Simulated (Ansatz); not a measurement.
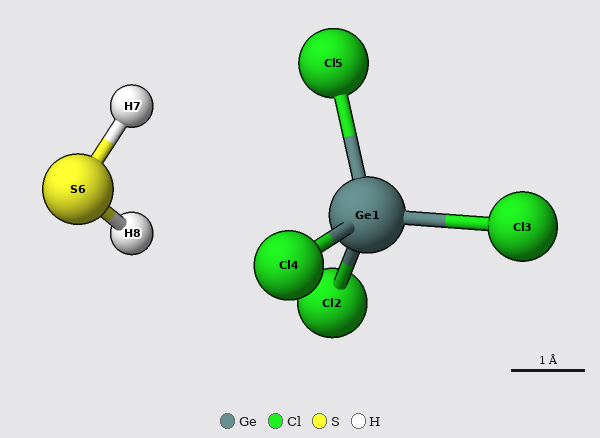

Figure 1. The starting structure (ball-and-stick view, seen at a tilt; atoms are numbered from 1 in the order of the input). Sticks mark near contacts. Bond lengths as drawn: Cl–Ge 2.16 to 2.17 Å and H–S 1.36 Å.

# Nudged elastic band, with input and output: GeH₂SCl₄

The run: nudged elastic band of GeH₂SCl₄. Method and program: RKS BLYP-D4/def2-SVP (Ansatz 0.2.0).

It belongs to a series of runs on one base structure; here: band between the two ends. Figures and captions count atoms from 1; the log counts them from 0 in places.

**Input file**
```yaml
crystal:
  periodic: [false, false, false]
  atoms:
    - { symbol: Ge, position_ang: [0.383739, 0.059443, -0.123378] }
    - { symbol: Cl, position_ang: [0.38881, -0.003222, 2.048333] }
    - { symbol: Cl, position_ang: [2.438176, -0.019595, -0.810335] }
    - { symbol: Cl, position_ang: [-0.537017, 1.875467, -0.837375] }
    - { symbol: Cl, position_ang: [-0.658026, -1.685811, -0.894292] }
    - { symbol: S, position_ang: [-3.458225, 0.089923, 1.216463] }
    - { symbol: H, position_ang: [-3.090024, -0.99177, 0.474977] }
    - { symbol: H, position_ang: [-2.516832, -0.197234, 2.158208] }
basis:
  gaussian: { orbitals: def2-SVP }
hamiltonian:
  xc: blyp
  dispersion: d4
neb:
  order_check: false
  images: 7
  f_tol: 0.05
  max_iterations: 60
  final_atoms:
    - { symbol: Ge, position_ang: [-0.64832083, -0.12778708, -0.64801348] }
    - { symbol: Cl, position_ang: [-0.30446122, 1.02409195, 3.15166007] }
    - { symbol: Cl, position_ang: [1.05292599, -1.14625133, 0.23651501] }
    - { symbol: Cl, position_ang: [-0.33577105, 2.01319854, -0.7328794] }
    - { symbol: Cl, position_ang: [-0.88648501, -0.87937327, -2.67764925] }
    - { symbol: S, position_ang: [-2.51296778, -0.48954778, 0.57996869] }
    - { symbol: H, position_ang: [-2.13198805, -1.76884995, 0.87209257] }
    - { symbol: H, position_ang: [-1.28233105, 0.50171993, 2.45090681] }
  initial_path:
    images:
      - { positions_ang: [[0.383739, 0.059443, -0.123378], [0.38881, -0.003222, 2.048333], [2.438176, -0.019595, -0.810335], [-0.537017, 1.875467, -0.837375], [-0.658026, -1.685811, -0.894292], [-3.458225, 0.089923, 1.216463], [-3.090024, -0.99177, 0.474977], [-2.516832, -0.197234, 2.158208]] }
      - { positions_ang: [[0.28908298, 0.04552813, -0.08942939], [0.28445557, -0.00620073, 2.18178113], [2.35566561, -0.01190764, -0.78257995], [-0.660897, 1.8615286, -0.80983476], [-0.75073209, -1.71515497, -0.85917916], [-3.1999504, 0.06635098, 1.10851102], [-3.10986317, -0.96182906, 0.35033529], [-2.25716049, -0.15111431, 2.13299683]] }
      - { positions_ang: [[0.19442696, 0.03161326, -0.05548079], [0.18010115, -0.00917947, 2.31522926], [2.27315521, -0.00422028, -0.7548249], [-0.78477701, 1.8475902, -0.78229452], [-0.84343818, -1.74449894, -0.82406632], [-2.9416758, 0.04277896, 1.00055904], [-3.12970234, -0.93188812, 0.22569357], [-1.99748898, -0.10499461, 2.10778566]] }
      - { positions_ang: [[0.09977094, 0.01769839, -0.02153218], [0.07574672, -0.0121582, 2.44867738], [2.19064482, 0.00346707, -0.72706985], [-0.90865701, 1.8336518, -0.75475428], [-0.93614427, -1.77384291, -0.78895348], [-2.68340121, 0.01920694, 0.89260706], [-3.14954152, -0.90194718, 0.10105186], [-1.73781747, -0.05887492, 2.08257449]] }
      - { positions_ang: [[0.00511492, 0.00378352, 0.01241642], [-0.0286077, -0.01513694, 2.58212551], [2.10813443, 0.01115443, -0.69931481], [-1.03253702, 1.8197134, -0.72721404], [-1.02885037, -1.80318688, -0.75384063], [-2.42512661, -0.00436507, 0.78465508], [-3.16938069, -0.87200623, -0.02358985], [-1.47814596, -0.01275523, 2.05736332]] }
      - { positions_ang: [[-0.15824402, -0.02910913, -0.15269105], [-0.09757108, 0.24467029, 2.72450915], [1.84433232, -0.27819701, -0.46535735], [-0.85834553, 1.86808468, -0.72863038], [-0.99325903, -1.57223348, -1.23479279], [-2.4470869, -0.12566075, 0.73348348], [-2.91003253, -1.09621716, 0.20033075], [-1.42919223, 0.11586356, 2.15574919]] }
      - { positions_ang: [[-0.32160296, -0.06200178, -0.31779853], [-0.16653446, 0.50447751, 2.86689279], [1.58053021, -0.56754845, -0.2313999], [-0.68415403, 1.91645597, -0.73004672], [-0.95766769, -1.34128007, -1.71574494], [-2.46904719, -0.24695643, 0.68231189], [-2.65068437, -1.32042809, 0.42425136], [-1.3802385, 0.24448235, 2.25413506]] }
      - { positions_ang: [[-0.4849619, -0.09489443, -0.48290601], [-0.23549784, 0.76428473, 3.00927643], [1.3167281, -0.85689989, 0.00255755], [-0.50996254, 1.96482725, -0.73146306], [-0.92207635, -1.11032667, -2.1966971], [-2.49100749, -0.36825211, 0.63114029], [-2.39133621, -1.54463902, 0.64817196], [-1.33128478, 0.37310114, 2.35252094]] }
      - { positions_ang: [[-0.64832083, -0.12778708, -0.64801348], [-0.30446122, 1.02409195, 3.15166007], [1.05292599, -1.14625133, 0.23651501], [-0.33577105, 2.01319854, -0.7328794], [-0.88648501, -0.87937327, -2.67764925], [-2.51296778, -0.48954778, 0.57996869], [-2.13198805, -1.76884995, 0.87209257], [-1.28233105, 0.50171993, 2.45090681]] }
```

Run on 4 threads of Arm Neoverse V1, 24 GiB of memory available, shared host.

Launched with:
```bash
ansatz run input.yaml --threads 4 --pin off --max-ram 5120MiB --backend cpu --events-out ev --progress --plain --runs-dir out
```

**The program's output**
```
Engine: ansatz 0.2.0, aarch64-unknown-linux-gnu
Functional definition: BLYP
  parameter beta = 0.0042
  parameter a = 0.04918
  parameter b = 0.132
  parameter c = 0.2533
  parameter d = 0.349
  exchange = b88_x(beta = beta)
  correlation = lyp_c(a = a, b = b, c = c, d = d)
1452 factors; their error is unknown
mean field evaluation 1: about -117453.8353 eV, gradient 3.3e1 eV
mean field evaluation 2: about -117450.0837 eV, gradient 5.5e1 eV
mean field evaluation 4: about -117455.8569 eV, gradient 1.0e0 eV
mean field evaluation 8: about -117455.7647 eV, gradient 2.6e-2 eV
mean field -117455.76466888 eV, -4316.4197372044 hartree, gradient 2.1e-5 eV, S^2 0.000000; 0 other end points of the search recorded, 0 dependent functions left out
the calculation of the forces begins
reference -117455.76502894 eV, -4316.4197504364 hartree; 59, 59 occupied and 73, 73 virtual orbitals, 1452 factors
1452 factors; their error is unknown
mean field evaluation 16: about -117453.7526 eV, gradient 3.2e1 eV
mean field -117455.56719402 eV, -4316.4124801372 hartree, gradient 4.4e-5 eV, S^2 0.000000; 0 other end points of the search recorded, 0 dependent functions left out
[... from here on the field's lines of each further geometry are left out, up to the last ...]
NEB iter   1: max|band force component| = 1.139e1 eV/Å  barrier→ = 3.7811 eV  barrier← = 3.6038 eV  Δτ_max = 0.2000 Å  (308 SCF iters)
NEB iter   2: max|band force component| = 3.940e0 eV/Å  barrier→ = 2.2017 eV  barrier← = 2.0244 eV  Δτ_max = 0.1990 Å  (220 SCF iters)
NEB iter   3: max|band force component| = 2.007e0 eV/Å  barrier→ = 1.5792 eV  barrier← = 1.4019 eV  Δτ_max = 0.2000 Å  (205 SCF iters)
NEB iter   4: max|band force component| = 3.240e0 eV/Å  barrier→ = 1.4902 eV  barrier← = 1.3128 eV  Δτ_max = 0.1008 Å  (202 SCF iters)
NEB iter   5: max|band force component| = 1.470e0 eV/Å  barrier→ = 1.2990 eV  barrier← = 1.1217 eV  Δτ_max = 0.2000 Å  (200 SCF iters)
NEB iter   6: max|band force component| = 9.615e-1 eV/Å  barrier→ = 1.2966 eV  barrier← = 1.1193 eV  Δτ_max = 0.1961 Å  (205 SCF iters)
NEB iter   7: max|band force component| = 5.039e-1 eV/Å  barrier→ = 1.2492 eV  barrier← = 1.0719 eV  Δτ_max = 0.2000 Å  (194 SCF iters)
NEB iter   8: max|band force component| = 1.176e0 eV/Å  barrier→ = 1.2952 eV  barrier← = 1.1179 eV  Δτ_max = 0.1009 Å  (201 SCF iters)
NEB iter   9: max|band force component| = 3.462e-1 eV/Å  barrier→ = 1.2381 eV  barrier← = 1.0607 eV  CI = image 3  Δτ_max = 0.1990 Å  (186 SCF iters)
NEB iter  10: max|band force component| = 4.154e-1 eV/Å  barrier→ = 1.2118 eV  barrier← = 1.0345 eV  CI = image 3  Δτ_max = 0.0990 Å  (201 SCF iters)
NEB iter  11: max|band force component| = 3.587e-1 eV/Å  barrier→ = 1.1944 eV  barrier← = 1.0171 eV  CI = image 3  Δτ_max = 0.1003 Å  (187 SCF iters)
NEB iter  12: max|band force component| = 2.402e-1 eV/Å  barrier→ = 1.1841 eV  barrier← = 1.0068 eV  CI = image 3  Δτ_max = 0.1009 Å  (185 SCF iters)
NEB iter  13: max|band force component| = 2.036e-1 eV/Å  barrier→ = 1.1791 eV  barrier← = 1.0018 eV  CI = image 3  Δτ_max = 0.1000 Å  (180 SCF iters)
NEB iter  14: max|band force component| = 1.688e-1 eV/Å  barrier→ = 1.1758 eV  barrier← = 0.9985 eV  CI = image 3  Δτ_max = 0.1003 Å  (177 SCF iters)
NEB iter  15: max|band force component| = 1.538e-1 eV/Å  barrier→ = 1.1746 eV  barrier← = 0.9973 eV  CI = image 3  Δτ_max = 0.0996 Å  (180 SCF iters)
NEB iter  16: max|band force component| = 1.615e-1 eV/Å  barrier→ = 1.1726 eV  barrier← = 0.9953 eV  CI = image 3  Δτ_max = 0.0290 Å  (182 SCF iters)
NEB iter  17: max|band force component| = 1.087e-1 eV/Å  barrier→ = 1.1712 eV  barrier← = 0.9939 eV  CI = image 3  Δτ_max = 0.0345 Å  (178 SCF iters)
NEB iter  18: max|band force component| = 5.450e-2 eV/Å  barrier→ = 1.1692 eV  barrier← = 0.9919 eV  CI = image 3  Δτ_max = 0.0501 Å  (180 SCF iters)
NEB iter  19: max|band force component| = 8.892e-2 eV/Å  barrier→ = 1.1671 eV  barrier← = 0.9898 eV  CI = image 3  Δτ_max = 0.0251 Å  (177 SCF iters)
NEB iter  20: max|band force component| = 4.862e-2 eV/Å  barrier→ = 1.1654 eV  barrier← = 0.9881 eV  CI = image 3  Δτ_max = 0.0251 Å  (180 SCF iters)
NEB iter  21: max|band force component| = 5.491e-2 eV/Å  barrier→ = 1.1642 eV  barrier← = 0.9869 eV  CI = image 3  Δτ_max = 0.0251 Å  (26 SCF iters)
NEB iter  22: max|band force component| = 6.322e-2 eV/Å  barrier→ = 1.1631 eV  barrier← = 0.9858 eV  CI = image 3  Δτ_max = 0.0125 Å  (177 SCF iters)
NEB iter  23: max|band force component| = 5.642e-2 eV/Å  barrier→ = 1.1625 eV  barrier← = 0.9852 eV  CI = image 3  Δτ_max = 0.0125 Å  (180 SCF iters)
NEB iter  24: max|band force component| = 4.636e-2 eV/Å  barrier→ = 1.1620 eV  barrier← = 0.9847 eV  CI = image 3  Δτ_max = 0.0125 Å  (180 SCF iters)
NEB iter  25: max|band force component| = 7.005e-2 eV/Å  barrier→ = 1.1615 eV  barrier← = 0.9842 eV  CI = image 3  Δτ_max = 0.0251 Å  (27 SCF iters)
NEB iter  26: max|band force component| = 6.584e-2 eV/Å  barrier→ = 1.1606 eV  barrier← = 0.9833 eV  CI = image 3  Δτ_max = 0.0501 Å  (179 SCF iters)
NEB iter  27: max|band force component| = 3.071e-2 eV/Å  barrier→ = 1.1593 eV  barrier← = 0.9820 eV  CI = image 3  Δτ_max = 0.0410 Å  (174 SCF iters)
NEB iter  28: max|band force component| = 1.110e-1 eV/Å  barrier→ = 1.1584 eV  barrier← = 0.9811 eV  CI = image 3  Δτ_max = 0.0993 Å  (27 SCF iters)
NEB iter  29: max|band force component| = 1.057e-1 eV/Å  barrier→ = 1.1574 eV  barrier← = 0.9801 eV  CI = image 3  Δτ_max = 0.1019 Å  (180 SCF iters)
NEB iter  30: max|band force component| = 1.285e-1 eV/Å  barrier→ = 1.1562 eV  barrier← = 0.9789 eV  CI = image 3  Δτ_max = 0.0503 Å  (184 SCF iters)
NEB iter  31: max|band force component| = 6.413e-2 eV/Å  barrier→ = 1.1556 eV  barrier← = 0.9783 eV  CI = image 3  Δτ_max = 0.0415 Å  (180 SCF iters)
NEB iter  32: max|band force component| = 6.758e-2 eV/Å  barrier→ = 1.1550 eV  barrier← = 0.9777 eV  CI = image 3  Δτ_max = 0.0174 Å  (181 SCF iters)
the calculation of the forces begins
reference -117455.50010651 eV, -4316.4100147167 hartree; 59, 59 occupied and 73, 73 virtual orbitals, 1452 factors
1452 factors; their error is unknown
mean field evaluation 1440: about -117454.5084 eV, gradient 1.2e-3 eV
mean field -117454.50840405 eV, -4316.3735703237 hartree, gradient 2.8e-5 eV, S^2 0.000000; 1 other end points of the search recorded, 0 dependent functions left out
the calculation of the forces begins
reference -117454.50875613 eV, -4316.3735832622 hartree; 59, 59 occupied and 73, 73 virtual orbitals, 1452 factors
NEB iter  33: max|band force component| = 4.021e-2 eV/Å  barrier→ = 1.1547 eV  barrier← = 0.9773 eV  CI = image 3  Δτ_max = 0.0000 Å  (375 SCF iters)
```

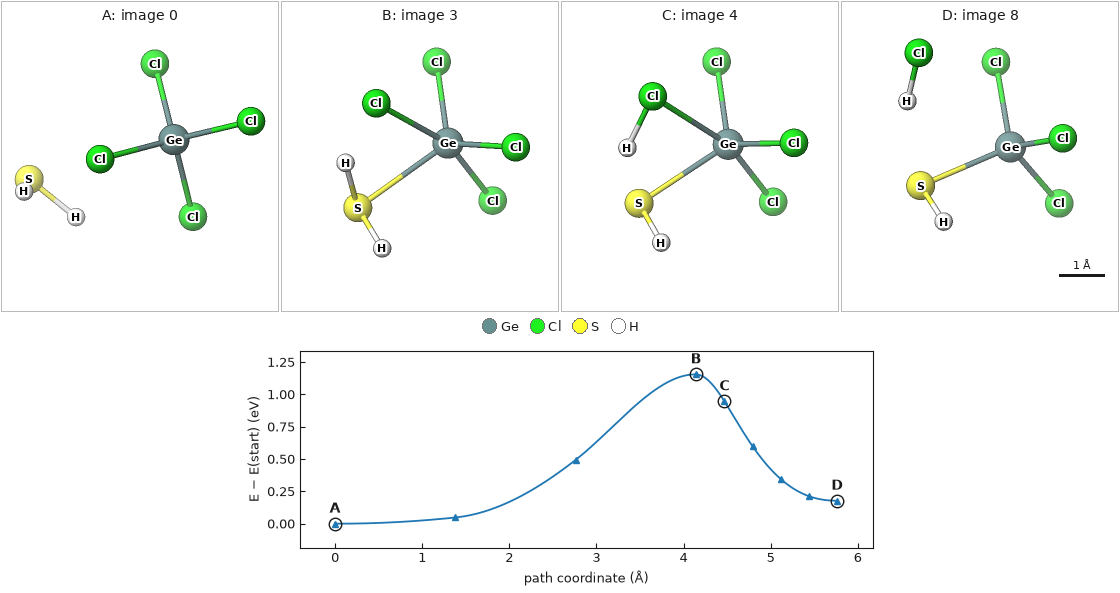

Figure 2. Images of the last band (counted from 0; ball-and-stick, seen at a tilt) above the energy along the path; the line is a cubic interpolation that uses the forces. The highest image is number 3, 1.155 eV above the start and 0.977 eV above the end (the climbing image); the end lies 0.177 eV above the start. The path is 5.77 Å long. The band converged in 33 iterations.

```
Total energy: -117455.35059263 eV, -4316.4045201832 hartree
Atom 0 at    -0.403252     0.085886    -0.207501 Å, force    -0.013481    -0.005664     0.006631 eV/Å
Atom 1 at    -0.175384     0.846438     2.261482 Å, force    -0.002896     0.003544     0.001171 eV/Å
Atom 2 at     1.456750    -1.035485     0.078474 Å, force    -0.004843    -0.002620    -0.000715 eV/Å
Atom 3 at    -0.312039     2.162867    -0.856319 Å, force     0.003562     0.004428    -0.006402 eV/Å
Atom 4 at    -1.085183    -0.916806    -2.074376 Å, force     0.003130     0.004155    -0.000603 eV/Å
Atom 5 at    -2.601344    -0.453866     0.879208 Å, force     0.010316    -0.000856    -0.004737 eV/Å
Atom 6 at    -2.201718    -1.729080     1.162618 Å, force     0.001174    -0.001461     0.000447 eV/Å
Atom 7 at    -1.727230     0.167246     1.989016 Å, force     0.003038    -0.001525     0.004208 eV/Å
Dipole moment:    -0.484045    -0.310543     0.265673 e Å
this run last wrote the band of iteration 33 to [file]; this run last wrote the band within `neb.f_tol` of iteration 27 to [file]
```

**The last band as extended XYZ (Å, eV, eV/Å)**
```
8
Properties=species:S:1:pos:R:3:forces:R:3 image=0 energy=-117456.50489
Ge    0.3837    0.0594   -0.1234    0.0012   0.0006  -0.0004
Cl    0.3888   -0.0032    2.0483   -0.0009  -0.0013   0.0009
Cl    2.4382   -0.0196   -0.8103   -0.0003   0.0006  -0.0005
Cl   -0.5370    1.8755   -0.8374    0.0007   0.0003   0.0000
Cl   -0.6580   -1.6858   -0.8943    0.0000  -0.0005  -0.0006
S    -3.4582    0.0899    1.2165   -0.0014   0.0009  -0.0001
H    -3.0900   -0.9918    0.4750    0.0008  -0.0010   0.0029
H    -2.5168   -0.1972    2.1582   -0.0002   0.0004  -0.0021
8
Properties=species:S:1:pos:R:3:forces:R:3 image=1 energy=-117456.45700
Ge    0.3779    0.1727   -0.2329    0.0210  -0.0021  -0.0019
Cl    0.1140    0.1075    1.9253    0.0123  -0.0306  -0.0044
Cl    2.4403   -0.3495   -0.6396    0.0324   0.0325  -0.0274
Cl   -0.0513    2.1671   -0.9472   -0.0067  -0.0057   0.0029
Cl   -0.8870   -1.2631   -1.2478    0.0136  -0.0233   0.0235
S    -3.5750   -0.3628    1.2360   -0.0050   0.0186   0.0266
H    -2.8129   -1.4719    1.0248   -0.0276   0.0133  -0.0081
H    -2.6554    0.1272    2.1140   -0.0400  -0.0027  -0.0113
8
Properties=species:S:1:pos:R:3:forces:R:3 image=2 energy=-117456.01017
Ge    0.0607    0.2424   -0.2011    0.2161   0.0729   0.0010
Cl   -0.0707    0.6173    1.9803    0.0481  -0.0930  -0.1206
Cl    1.9551   -0.8197   -0.2305    0.2204   0.0995  -0.1484
Cl    0.0046    2.2524   -1.0064    0.1299   0.0403  -0.0793
Cl   -1.1127   -0.9346   -1.6170   -0.0393  -0.0204   0.2011
S    -3.1606   -0.5611    1.1335   -0.2833  -0.0278   0.0966
H    -2.4090   -1.6970    1.1465   -0.0594  -0.0223   0.0084
H    -2.3169    0.0275    2.0273   -0.2325  -0.0493   0.0413
8
Properties=species:S:1:pos:R:3:forces:R:3 image=3 energy=-117455.35024
Ge   -0.4033    0.0859   -0.2075   -0.0135  -0.0057   0.0066
Cl   -0.1754    0.8464    2.2615   -0.0029   0.0035   0.0012
Cl    1.4567   -1.0355    0.0785   -0.0048  -0.0026  -0.0007
Cl   -0.3120    2.1629   -0.8563    0.0036   0.0044  -0.0064
Cl   -1.0852   -0.9168   -2.0744    0.0031   0.0042  -0.0006
S    -2.6013   -0.4539    0.8792    0.0103  -0.0009  -0.0047
H    -2.2017   -1.7291    1.1626    0.0012  -0.0015   0.0004
H    -1.7272    0.1672    1.9890    0.0030  -0.0015   0.0042
8
Properties=species:S:1:pos:R:3:forces:R:3 image=4 energy=-117455.55865
Ge   -0.4881    0.0323   -0.2913   -0.2752  -0.1928  -0.2799
Cl   -0.2142    0.8121    2.3889   -0.2590   0.0162   0.4007
Cl    1.3899   -1.0392    0.0639   -0.1666   0.0762   0.0864
Cl   -0.3015    2.1443   -0.7935   -0.0252  -0.1025   0.0969
Cl   -1.1166   -0.8929   -2.1759    0.0235  -0.0712  -0.3045
S    -2.5807   -0.4524    0.8186    0.0588  -0.0471  -0.2531
H    -2.2071   -1.7280    1.1321    0.0307  -0.0245  -0.0545
H    -1.5311    0.2511    2.0898    0.6129   0.3457   0.3080
8
Properties=species:S:1:pos:R:3:forces:R:3 image=5 energy=-117455.90738
Ge   -0.5531   -0.0227   -0.3912   -0.2136  -0.1698  -0.3109
Cl   -0.2223    0.8340    2.5589   -0.0284   0.1222   0.4775
Cl    1.3133   -1.0434    0.1024   -0.2075   0.0465   0.0913
Cl   -0.2937    2.1069   -0.7443   -0.0626  -0.1197   0.0861
Cl   -1.0961   -0.8971   -2.3069    0.0403  -0.0727  -0.3673
S    -2.5636   -0.4513    0.7404    0.0639  -0.0131  -0.2069
H    -2.2081   -1.7225    1.0886    0.0612  -0.0330  -0.0635
H    -1.4259    0.3233    2.1846    0.3468   0.2397   0.2937
8
Properties=species:S:1:pos:R:3:forces:R:3 image=6 energy=-117456.16067
Ge   -0.5962   -0.0660   -0.4900   -0.1076  -0.0886  -0.1856
Cl   -0.2336    0.8689    2.7524    0.0244   0.1024   0.3197
Cl    1.2237   -1.0617    0.1637   -0.1593  -0.0095   0.0587
Cl   -0.2971    2.0714   -0.7016   -0.0657  -0.0723   0.0283
Cl   -1.0324   -0.8908   -2.4515    0.0477  -0.0298  -0.2456
S    -2.5450   -0.4504    0.6708    0.0522  -0.0063  -0.0798
H    -2.1980   -1.7236    1.0226    0.0566  -0.0152  -0.0559
H    -1.3708    0.3793    2.2663    0.1516   0.1193   0.1602
8
Properties=species:S:1:pos:R:3:forces:R:3 image=7 energy=-117456.29275
Ge   -0.6301   -0.0975   -0.5780   -0.0399  -0.0279  -0.0680
Cl   -0.2576    0.9251    2.9499    0.0068   0.0489   0.1356
Cl    1.1289   -1.0908    0.2164   -0.0731  -0.0266   0.0201
Cl   -0.3300    2.0442   -0.6950   -0.0325  -0.0247  -0.0076
Cl   -0.9516   -0.8781   -2.5822    0.0284   0.0001  -0.0928
S    -2.5268   -0.4695    0.6210    0.0179   0.0005  -0.0238
H    -2.1594   -1.7417    0.9539    0.0336  -0.0177  -0.0288
H    -1.3229    0.4356    2.3465    0.0587   0.0473   0.0653
8
Properties=species:S:1:pos:R:3:forces:R:3 image=8 energy=-117456.32759
Ge   -0.6483   -0.1278   -0.6480   -0.0056   0.0014   0.0020
Cl   -0.3045    1.0241    3.1517    0.0065   0.0024   0.0031
Cl    1.0529   -1.1463    0.2365    0.0000  -0.0011   0.0024
Cl   -0.3358    2.0132   -0.7329   -0.0012  -0.0026   0.0000
Cl   -0.8865   -0.8794   -2.6776   -0.0020   0.0020   0.0018
S    -2.5130   -0.4895    0.5800    0.0140  -0.0086  -0.0028
H    -2.1320   -1.7689    0.8721   -0.0038   0.0082  -0.0021
H    -1.2823    0.5017    2.4509   -0.0078  -0.0016  -0.0045
```

**Results in brief**

```csv
quantity,value
outcome,converged
"barrier, forward",1.155 eV
"barrier, backward",0.977 eV
wall time,6.4 min (CPU time 24 min)
peak memory,0.23 GiB
```

**Notes**

The order of the saddle point was not checked.
